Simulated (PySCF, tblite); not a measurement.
# C₃H₁₁N₂OSi radical: geometry, infrared bands and EPR parameters

Aim: predict the infrared bands and EPR parameters of C₃H₁₁N₂OSi radical (`CC(C)O[Si@H]([NH])N`).

Programs: tblite 0.8.0 and PySCF 2.14.0, with density-fitted response routines of our own. Each step states its level of theory. These are calculated values for one molecule in the gas phase, unless marked as measured. Atoms count from 0, in the outputs and in this text.

## (1) The molecule as given

18 atoms, charge 0, multiplicity 2; geometry from: force field or distance geometry start.

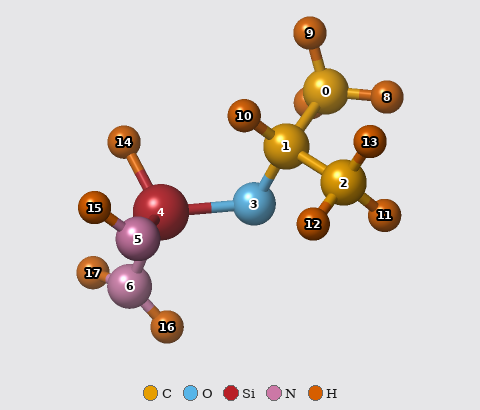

As it starts; carbon amber, oxygen blue, silicon red, nitrogen pink, hydrogen orange, atoms numbered; sticks join atoms by distance.

## (2) Relaxing the molecule with GFN2-xTB

Job settings and geometry (Å):

```
{"job": {"kind": "relax", "xc": "GFN2-xTB", "basis": "xTB"}, "charge": 0, "multiplicity": 2}
C      1.953600     0.791700    -0.810100
C      0.949400     0.126200     0.130900
C      1.607800    -1.099800     0.776200
O     -0.163400    -0.346400    -0.547800
Si    -1.642800     0.304300    -0.005100
N     -2.036800    -0.203800     1.669300
N     -2.934600    -0.378700    -1.024900
H      1.480200     0.942700    -1.808200
H      2.855200     0.140700    -0.896900
H      2.278300     1.785900    -0.405300
H      0.660300     0.864500     0.923200
H      1.861800    -1.862900    -0.002800
H      0.836600    -1.587300     1.441800
H      2.472900    -0.819200     1.394600
H     -1.607300     1.776700    -0.122600
H     -2.365800     0.589100     2.268100
H     -2.755800    -1.302400    -1.406300
H     -3.458300     0.284800    -1.585700
```

Launch:

```sh
OMP_NUM_THREADS=1 python probes_run.py task.json out
```

One launch serves the whole session: the jobs run in the order shown.

Output:

```text
step      E/eV     max force
  0    -643.22769    2.504
  1    -643.54011    1.440
  2    -643.68215    0.635
  3    -643.70420    0.479
  4    -643.72664    0.282
  5    -643.73320    0.337
  6    -643.75943    0.515
  7    -643.77189    0.391
  8    -643.78423    0.249
  9    -643.79441    0.229
 10    -643.80744    0.365
 11    -643.81969    0.416
 12    -643.83135    0.303
 13    -643.84127    0.214
 14    -643.84833    0.217
 15    -643.85635    0.366
 16    -643.86329    0.371
 17    -643.87214    0.221
 18    -643.87817    0.155
 19    -643.88492    0.223
 20    -643.89021    0.267
 21    -643.89861    0.228
 22    -643.90561    0.209
 23    -643.91073    0.175
 24    -643.91359    0.255
 25    -643.91751    0.143
 26    -643.92173    0.252
 27    -643.92605    0.303
 28    -643.92996    0.245
 29    -643.93393    0.141
 30    -643.93755    0.126
 31    -643.94073    0.128
 32    -643.94350    0.116
 33    -643.94611    0.110
 34    -643.94863    0.114
 35    -643.95110    0.136
 36    -643.95341    0.153
 37    -643.95521    0.127
 38    -643.95644    0.079
 39    -643.95739    0.099
 40    -643.95836    0.081
 41    -643.95945    0.074
 42    -643.96014    0.066
 43    -643.96106    0.073
 44    -643.96221    0.106
 45    -643.96337    0.113
 46    -643.96420    0.090
 47    -643.96472    0.059
 48    -643.96528    0.068
 49    -643.96611    0.068
 50    -643.96670    0.059
 51    -643.96722    0.048
 52    -643.96769    0.053
 53    -643.96821    0.080
 54    -643.96866    0.066
 55    -643.96900    0.050
 56    -643.96934    0.084
 57    -643.96976    0.064
 58    -643.97025    0.095
 59    -643.97076    0.070
 60    -643.97124    0.054
 61    -643.97185    0.081
 62    -643.97300    0.121
 63    -643.97448    0.152
 64    -643.97636    0.171
 65    -643.97842    0.150
 66    -643.98083    0.142
 67    -643.97905    0.412
 68    -643.98527    0.190
 69    -643.98759    0.175
 70    -643.98904    0.508
 71    -643.99432    0.251
 72    -643.99684    0.203
 73    -643.99615    0.408
 74    -644.00458    0.157
 75    -644.00676    0.101
 76    -644.00945    0.238
 77    -644.01175    0.156
 78    -644.01418    0.112
 79    -644.02181    0.177
 80    -644.02121    0.405
 81    -644.02720    0.106
 82    -644.02893    0.151
 83    -644.03082    0.276
 84    -644.03360    0.091
 85    -644.03548    0.088
 86    -644.03838    0.091
 87    -644.03950    0.181
 88    -644.04054    0.108
 89    -644.04183    0.093
 90    -644.04296    0.120
 91    -644.04475    0.137
 92    -644.04632    0.129
 93    -644.04752    0.081
 94    -644.04893    0.082
 95    -644.05094    0.125
 96    -644.05316    0.144
 97    -644.05504    0.129
 98    -644.05584    0.092
 99    -644.05672    0.098
100    -644.05738    0.072
101    -644.05859    0.096
102    -644.05918    0.115
103    -644.06082    0.091
104    -644.06233    0.100
105    -644.06383    0.079
106    -644.06461    0.054
107    -644.06519    0.062
108    -644.06570    0.054
109    -644.06609    0.052
110    -644.06646    0.053
111    -644.06687    0.045
112    -644.06736    0.063
113    -644.06799    0.073
114    -644.06844    0.057
115    -644.06874    0.044
116    -644.06893    0.039
117    -644.06912    0.046
118    -644.06933    0.042
119    -644.06953    0.058
120    -644.06965    0.022
121    -644.06975    0.019
122    -644.06980    0.021
123    -644.06984    0.018
124    -644.06987    0.016
125    -644.06991    0.015
126    -644.06995    0.027
127    -644.07001    0.040
128    -644.07009    0.045
129    -644.07018    0.037
130    -644.07028    0.034
131    -644.07038    0.026
132    -644.07050    0.037
133    -644.07061    0.039
134    -644.07071    0.028
135    -644.07080    0.021
136    -644.07092    0.026
137    -644.07110    0.038
138    -644.07141    0.054
139    -644.07181    0.054
140    -644.07223    0.046
141    -644.07261    0.044
142    -644.07291    0.040
143    -644.07319    0.037
144    -644.07346    0.049
145    -644.07371    0.048
146    -644.07399    0.083
147    -644.07432    0.077
148    -644.07466    0.067
149    -644.07497    0.043
150    -644.07522    0.040
151    -644.07546    0.059
152    -644.07574    0.052
153    -644.07609    0.047
154    -644.07636    0.045
155    -644.07663    0.042
156    -644.07693    0.032
157    -644.07714    0.029
158    -644.07726    0.036
159    -644.07734    0.029
160    -644.07744    0.024
161    -644.07753    0.025
162    -644.07762    0.028
163    -644.07773    0.035
164    -644.07786    0.036
165    -644.07809    0.033
166    -644.07844    0.045
167    -644.07886    0.051
168    -644.07927    0.051
169    -644.07955    0.040
170    -644.07979    0.035
171    -644.07997    0.026
172    -644.08013    0.025
173    -644.08030    0.030
174    -644.08049    0.034
175    -644.08069    0.033
176    -644.08090    0.030
177    -644.08113    0.036
178    -644.08139    0.048
179    -644.08170    0.076
180    -644.08198    0.045
181    -644.08228    0.037
182    -644.08246    0.025
183    -644.08262    0.031
184    -644.08277    0.027
185    -644.08285    0.019
186    -644.08290    0.016
187    -644.08294    0.012
188    -644.08297    0.012
189    -644.08301    0.017
190    -644.08307    0.024
191    -644.08317    0.030
192    -644.08335    0.032
193    -644.08364    0.041
194    -644.08398    0.040
195    -644.08434    0.078
196    -644.08468    0.042
197    -644.08505    0.046
198    -644.08528    0.033
199    -644.08550    0.030
200    -644.08568    0.025
201    -644.08580    0.025
202    -644.08592    0.022
203    -644.08599    0.019
204    -644.08604    0.016
205    -644.08608    0.014
206    -644.08613    0.017
207    -644.08616    0.010
208    -644.08619    0.011
209    -644.08621    0.010
210    -644.08624    0.010
211    -644.08627    0.014
212    -644.08629    0.011
213    -644.08630    0.012
214    -644.08633    0.012
215    -644.08636    0.015
216    -644.08640    0.016
217    -644.08645    0.017
218    -644.08651    0.015
219    -644.08658    0.024
220    -644.08666    0.024
221    -644.08672    0.018
222    -644.08675    0.008
```

Wall time 1.3 s (1 thread of AMD EPYC 9R45, shared host).

The steps of the relaxation: (not every step is listed)

```tsv
step	energy from step 0 (eV)	largest force (eV/Å)
0	0.0000	2.5040
1	-0.3124	1.4399
2	-0.4545	0.6354
3	-0.4765	0.4790
4	-0.4989	0.2824
5	-0.5055	0.3369
6	-0.5317	0.5149
7	-0.5442	0.3906
8	-0.5565	0.2491
28	-0.7023	0.2446
48	-0.7376	0.0677
68	-0.7576	0.1901
88	-0.8128	0.1079
108	-0.8380	0.0544
128	-0.8424	0.0451
148	-0.8470	0.0671
168	-0.8516	0.0514
188	-0.8553	0.0122
208	-0.8585	0.0106
217	-0.8588	0.0171
218	-0.8588	0.0148
219	-0.8589	0.0236
220	-0.8590	0.0240
221	-0.8590	0.0184
222	-0.8591	0.0075
```

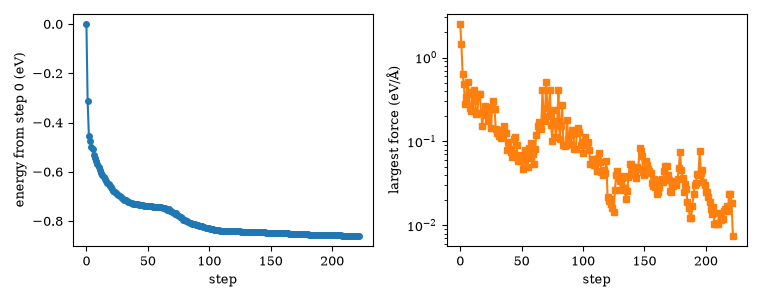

Energy and force, step by step.

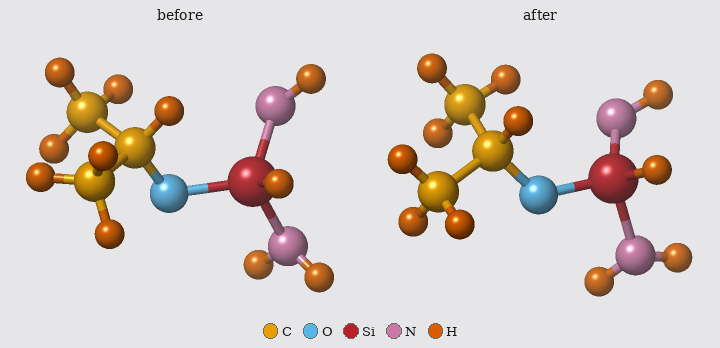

The geometry before (left) and after (right).

Close pairs (by a distance rule), those that changed most:

```tsv
bond	before (Å)	after (Å)	change (Å)
Si4–N5	1.794	1.691	-0.103
O3–Si4	1.705	1.616	-0.089
C2–H12	1.129	1.087	-0.042
N5–H15	1.047	1.007	-0.040
C0–H9	1.121	1.086	-0.035
Si4–N6	1.782	1.747	-0.035
C2–H11	1.120	1.087	-0.033
C0–H8	1.115	1.087	-0.028
```

The end geometry stands in the next job.

## (3) Infrared spectrum with GFN2-xTB

Job settings and geometry (Å):

```
{"job": {"kind": "ir", "xc": "GFN2-xTB", "basis": "xTB"}, "charge": 0, "multiplicity": 2}
C      2.111496     0.536465    -1.002406
C      1.046885     0.395933     0.082735
C      1.355378    -0.763912     1.023432
O     -0.189565     0.199811    -0.545507
Si    -1.656058     0.377009     0.110036
N     -1.890836    -0.627131     1.449656
N     -2.644396    -0.132334    -1.237788
H      1.860410     1.363082    -1.661894
H      2.156373    -0.375646    -1.592435
H      3.083393     0.721254    -0.553403
H      1.004346     1.326189     0.669446
H      1.444868    -1.684855     0.453207
H      0.536084    -0.875930     1.729226
H      2.281006    -0.582487     1.562581
H     -1.973542     1.797655     0.295733
H     -2.648740    -0.522239     2.104021
H     -2.265499    -0.849499    -1.834298
H     -3.620361    -0.297048    -1.063998
```

Output:

```text
mode    cm-1     km/mol
  1      37.5      0.34
  2      72.6      3.97
  3     112.2      4.14
  4     152.2     12.27
  5     181.2      2.19
  6     189.5     18.11
  7     207.6     44.76
  8     229.3     22.31
  9     247.0      3.92
 10     271.6     37.29
 11     333.2      7.29
 12     429.1      2.27
 13     466.5      1.11
 14     555.5    217.57
 15     642.4     42.46
 16     673.3     73.14
 17     731.2     94.70
 18     739.4     36.53
 19     795.8     43.86
 20     830.8    123.01
 21     914.3     18.13
 22     939.6      0.07
 23     963.8     31.10
 24     971.3      5.20
 25    1056.8    117.94
 26    1145.6     11.00
 27    1164.1     29.73
 28    1177.6    132.93
 29    1323.4     14.12
 30    1335.4     15.95
 31    1389.2     12.14
 32    1401.8      6.38
 33    1470.2      2.16
 34    1480.1      2.48
 35    1486.1      0.92
 36    1491.2     26.34
 37    1498.0      2.67
 38    2177.1    173.89
 39    2850.0     81.91
 40    3035.0     12.76
 41    3037.8      5.28
 42    3041.2     15.45
 43    3044.1     27.05
 44    3045.4     29.98
 45    3046.5     79.90
 46    3473.5      4.19
 47    3485.8      9.79
 48    3538.3      0.91
```

It took 0.51 s on 1 thread of AMD EPYC 9R45, shared host.

The strongest bands and the atoms that carry them (share of the mass-weighted mode):

```tsv
cm⁻¹	km/mol	atoms
556	217.6	H16 38 %, H17 36 %, N6 23 %
731	94.7	H15 57 %, H17 14 %, N5 11 %
831	123.0	H17 25 %, Si4 22 %, N6 16 %
1057	117.9	O3 42 %, Si4 12 %, H9 11 %
1178	132.9	C1 41 %, O3 20 %
2177	173.9	H14 97 %
2850	81.9	H10 93 %
3046	79.9	H9 36 %, H13 26 %, H11 11 %
```

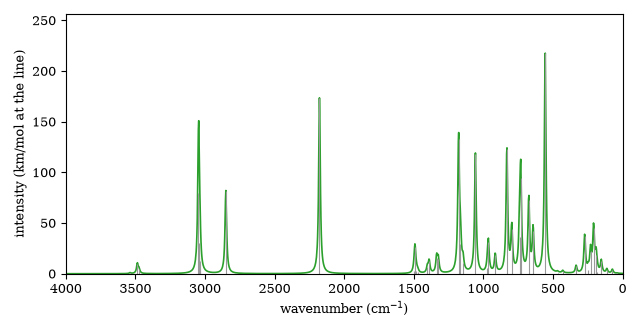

The infrared spectrum from these modes, unscaled. Lines are broadened to a width of 14 cm⁻¹ (Lorentzian).

## (4) g tensor and hyperfine couplings: B3LYP/pcH-1

The job, as its differences from that of step 3:

```diff
@@ -1,2 +1,2 @@
-{"job": {"kind": "ir", "xc": "GFN2-xTB", "basis": "xTB"}, "charge": 0, "multiplicity": 2}
+{"job": {"kind": "epr", "basis": "pcH-1"}, "charge": 0, "multiplicity": 2}
 C      2.111496     0.536465    -1.002406
```

Level: UKS B3LYP, pcH-1 on C H N O Si, non-relativistic, mean-field spin-orbit, GIAO.

Output:

```text
UKS, coarse grid
  cycle   1  E = -595.06469324  |g| = 6.36e-01
  cycle   2  E = -594.84761475  |g| = 9.92e-01
  cycle   3  E = -595.21393983  |g| = 1.43e-01
  cycle   4  E = -595.22107063  |g| = 5.03e-02
  cycle   5  E = -595.22216308  |g| = 1.78e-02
  cycle   6  E = -595.22228867  |g| = 9.10e-03
  cycle   7  E = -595.22234834  |g| = 4.79e-03
  cycle   8  E = -595.22236816  |g| = 1.96e-03
  cycle   9  E = -595.22237470  |g| = 9.75e-04
UKS, final grid
  cycle   1  E = -595.22237245  |g| = 1.07e-03
  cycle   2  E = -595.22237307  |g| = 2.06e-03
  cycle   3  E = -595.22237522  |g| = 4.38e-04
  cycle   4  E = -595.22237659  |g| = 4.04e-04
  cycle   5  E = -595.22237794  |g| = 9.73e-05
  cycle   6  E = -595.22237796  |g| = 5.52e-05
  cycle   7  E = -595.22237796  |g| = 3.16e-05
  cycle   8  E = -595.22237796  |g| = 8.70e-06
E = -595.22237796 Eh   <S^2> = 0.7548 (exact 0.7500)
g shifts (ppm)      1          2          3
  rmc          -206       -206       -206
  gc              5         30         51
  oz_so         311       1374       8813
  total         111       1198       8658
hyperfine (MHz)  atom isotope    a_iso     a_fc   dipolar eigenvalues
    0   13C       0.50       0.50     -0.21     -0.17      0.38
    1   13C      -0.23      -0.24     -0.46     -0.37      0.83
    2   13C       0.75       0.75     -1.15     -0.74      1.89
    3   17O       1.17       1.18     -2.94      0.98      1.96
    4  29Si      42.75      42.81     -1.97     -0.90      2.88
    5   14N      26.17      25.94    -39.25    -38.67     77.92
    6   14N       1.85       1.85     -7.79     -7.67     15.46
    7    1H       0.14       0.14     -0.58     -0.48      1.06
    8    1H       0.10       0.10     -0.62     -0.52      1.14
    9    1H      -0.00      -0.00     -0.48     -0.43      0.91
   10    1H      -0.00      -0.01     -1.68     -1.48      3.16
   11    1H       0.52       0.52     -1.53     -1.10      2.62
   12    1H       2.57       2.58     -5.28     -4.59      9.86
   13    1H      -0.17      -0.17     -1.24     -0.93      2.17
   14    1H       7.07       7.07     -3.94     -1.80      5.74
   15    1H     -53.01     -53.23    -49.01     -7.96     56.97
   16    1H      -8.99      -9.00    -10.19     -1.10     11.28
   17    1H      -8.05      -8.06    -10.44     -1.35     11.80
```

Wall time 58 s (1 thread of AMD EPYC 9R45, shared host); peak memory 1.1 GiB.

Principal g values 2.00243, 2.00352, 2.01098; g(iso) = 2.00564, against 2.00232 for a free electron.

Hyperfine couplings; where a row names several nuclei, a(iso) is their mean (it holds for fast rotation or exchange) and the dipolar term the largest among them:

```tsv
nuclei	isotope	a(iso) (MHz)	a(iso) (G, at g = 2.0023)	largest dipolar term (MHz)
H15	1H	-53.0	-18.9	57.0
Si4	29Si	42.8	15.3	2.9
N5	14N	26.2	9.3	77.9
H16, H17	1H	-8.5	-3.0	11.8
H14	1H	7.1	2.5	5.7
N6	14N	1.8	0.7	15.5
O3	17O	1.2	0.4	-2.9
H11, H12, H13	1H	1.0	0.3	9.9
C2	13C	0.7	0.3	1.9
C0	13C	0.5	0.2	0.4
C1	13C	-0.2	-0.1	0.8
H7, H8, H9	1H	0.1	0.0	1.1
H10	1H	0.0	0.0	3.2
```

Mulliken spin populations:

C0 0.00; C1 0.00; C2 0.01; O3 0.00; Si4 -0.02; N5 0.91; N6 0.14; H7 0.00; H8 0.00; H9 0.00; H10 0.00; H11 0.00; H12 0.00; H13 0.00; H14 0.00; H15 -0.03; H16 0.00; H17 0.00

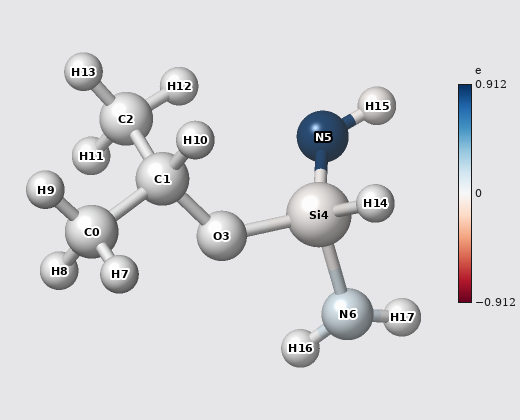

Mulliken spin populations, as colours on the atoms.

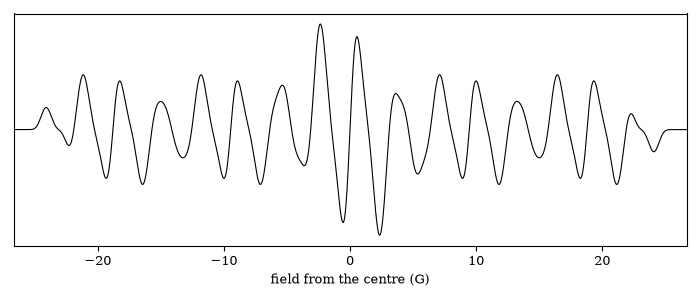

First-order isotropic spectrum (first derivative, main isotopes with spin only, couplings over 0.8 MHz, Gaussian width 0.3 G; couplings of the frozen geometry, rotation of groups not averaged beyond the rows shown).

The fields below are evaluated on a grid from the run's orbitals.

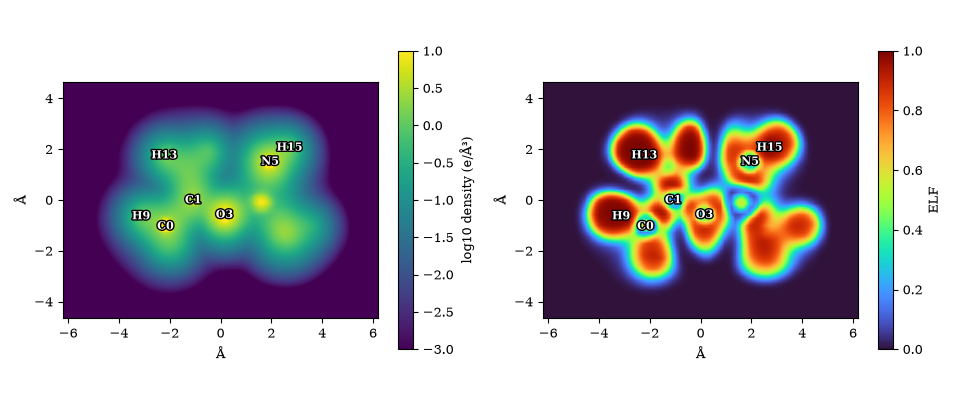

Density (left) and ELF (right) in a plane through or near 7 of the atoms.

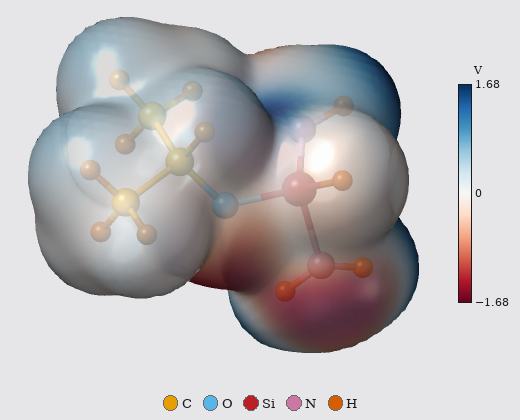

Electrostatic potential on the surface of density 0.002 e/bohr³; red is low, blue high. It runs from -1.47 V near N5 to 1.68 V near H15.

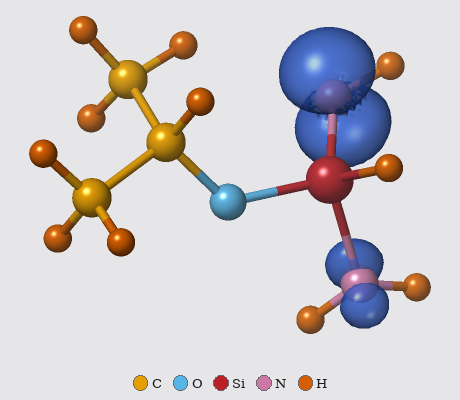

Spin density at ±0.07 e/Å³ (alpha excess blue, beta excess red).

## (5) Outcome

| quantity | value |
| --- | --- |
| strongest single infrared mode (GFN2-xTB) | 556 cm⁻¹, 218 km/mol |
| zero-point energy (GFN2-xTB) | 89.9 kcal/mol |
| g(iso) (B3LYP) | 2.00564 |
| ⟨S²⟩ | 0.755 (exact 0.75) |
| largest a(iso) (averaged by class) | 1H on H15, -53.0 MHz |
| potential on the surface of density 0.002 e/bohr³, 1st and 99th percentile | -1.47 V and 1.68 V |

What this shows: Relaxing lowered the energy by 0.859 eV in 222 steps; the close pair that moved most is Si4–N5, from 1.794 to 1.691 Å. All 48 modes are real, so the xTB geometry is a minimum. The strongest single mode, at 556 cm⁻¹, moves mainly H16 and H17. Unscaled tight-binding wavenumbers are off by several per cent, some by more. Its intensities can rank the bands wrongly. N5 carries the largest spin population, 0.91 e. The isotropic g lies 3.3 ppt above the free-electron value. These values are for one conformer; the search (at its own cheap level) found 2 more, at 0.30, 2.65 kcal/mol, and measured spectra average over such forms.
